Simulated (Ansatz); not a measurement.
System: SiSe4.

```
CELL_PARAMETERS angstrom
6.32289 0.00000 0.00000
0.00000 6.32289 0.00000
0.00000 0.00000 6.32289
ATOMIC_POSITIONS crystal
Si 0.00000 0.00000 0.00000
Si 0.50000 0.50000 0.50000
Se 0.21156 0.21156 0.21156
Se 0.71156 0.71156 0.71156
Se 0.71156 0.28844 0.28844
Se 0.21156 0.78844 0.78844
Se 0.28844 0.28844 0.71156
Se 0.78844 0.78844 0.21156
Se 0.28844 0.71156 0.28844
Se 0.78844 0.21156 0.78844
```

Space group I-43m; a structure generated by program, which may or may not match a known phase.

Theory: DFT PBE, scalar-relativistic, plane waves, PAW in Ansatz 0.2.0.

Question: What will maps of the valence pseudo-density and electron localisation function show?

Answer: Si–Se (2.32 Å): ρ at the midpoint is about 0.65 e/Å³; the ELF peaks at about 0.85 between the atoms.

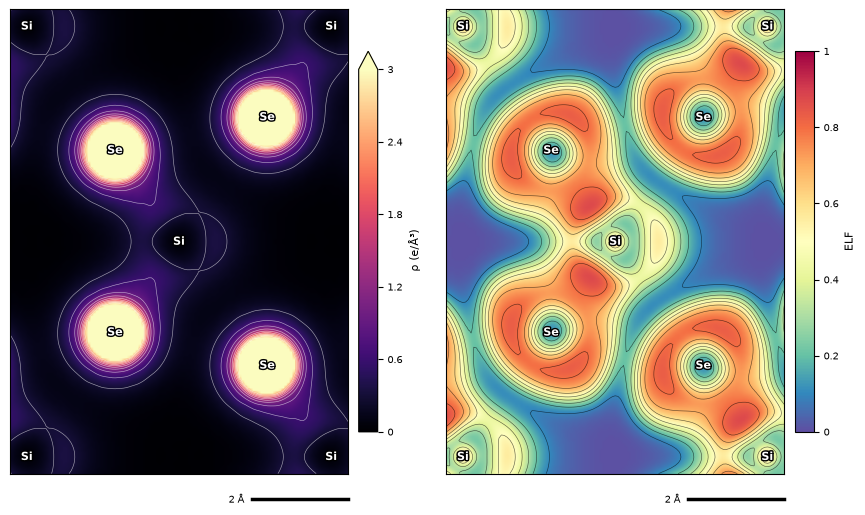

Computed valence pseudo-density and electron localisation function on the (011) plane of the conventional cell, in this order. 

The density is the valence pseudo-density of a PAW calculation; it isn't the true density close to the nuclei.
